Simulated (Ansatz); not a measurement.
Consider Sb2Se3 (Antimonselite).

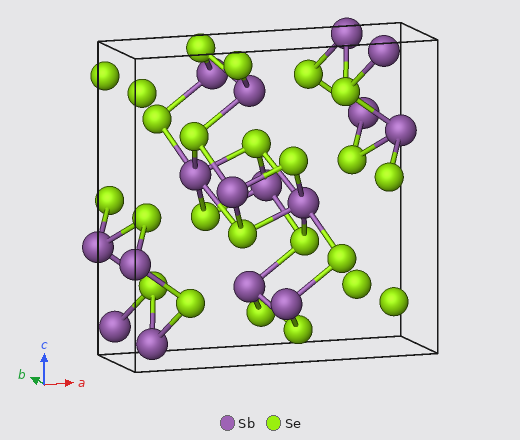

The structure (antimony purple, selenium green). Bonds to atoms that aren't drawn are left out. 1×2×1 cells are drawn.

Symmetry: Pnma, No. 62, orthorhombic system. Conventional cell: a = 11.770 Å, b = 3.962 Å, c = 11.620 Å, α = 90.00°, β = 90.00°, γ = 90.00°. Sb has 6 Se at 2.66 to 3.26 Å nearest. Nearest to Sb lie 5 Se at 2.58 to 2.98 Å. Nearest to Se lie 5 Sb at 2.58 to 3.22 Å. Nearest to Se lie 3 Sb at 2.66 to 3.26 Å. Se has 3 Sb at 2.66 to 2.78 Å nearest. Farther neighbours and most contacts between anions are not listed.

```xyz
20
Lattice="11.7700 0.0000 0.0000 0.0000 3.9620 0.0000 0.0000 0.0000 11.6200" Properties=species:S:1:pos:R:3 pbc="T T T"
Sb    0.3590    0.9905    3.8114
Sb   11.4110    2.9715    7.8086
Sb    5.5260    2.9715    9.6214
Sb    6.2440    0.9905    1.9986
Sb    1.7396    2.9715    0.4613
Sb   10.0304    0.9905   11.1587
Sb    4.1454    0.9905    6.2713
Sb    7.6246    2.9715    5.3487
Se    0.6285    0.9905   10.1466
Se   11.1415    2.9715    1.4734
Se    5.2565    2.9715    4.3366
Se    6.5135    0.9905    7.2834
Se    1.5325    2.9715    5.1523
Se   10.2375    0.9905    6.4677
Se    4.3525    0.9905   10.9623
Se    7.4175    2.9715    0.6577
Se    2.5094    0.9905    2.2485
Se    9.2606    2.9715    9.3715
Se    3.3756    2.9715    8.0585
Se    8.3944    0.9905    3.5615
```

The cell and positions come from the Crystallography Open Database and are kept as given unless a step says otherwise. Spin-orbit coupling is left out unless a run names it.

Gaps computed with Ansatz 0.2.0 without a self-energy: HSE06 1.47 eV and HSE06+SOC 1.36 eV.

Estimate the G0W0@PBE gap with 2×4×2 mesh, 2971 empty bands, screening to 180 eV, hard PAW files.

About 1.42 eV: on its mesh the run moves the gap from 1.03 eV by +0.39 eV. Bands and cutoff are finite, so the gap is not at the basis limit. The miss can reach some tenths of an eV and take either sign; the mesh is an error of its own. The 2×4×2 mesh is coarse for this cell (its supercell is 16 Å along the shortest edge). The RPA ε∞ on it, from the PBE start, is 11.72, 17.68 and 18.46; such meshes misread the long-range screening, most where the gap is narrow. The many-body steps are scalar-relativistic: spin-orbit coupling is not in them.

[Paths, hosts, dates, memory and timing lines, banners, echoed tables and standing remarks are left out of the program output.]

[Logs are printed without paths, hosts, clocks, repeated set-up lines and the standing remarks that a program may print on its own settings, such as how far it seeks lower states.]

[Runs of the session that timed out or met a known fault of the program may be left out.]

[Cells called generated may have been cut or substituted from an entry of the Crystallography Open Database or the Materials Project.]

[Hosts, paths, dates, database ids (printed as entryN), source tags and the programs' standing remarks are cut or masked in the printed files.]
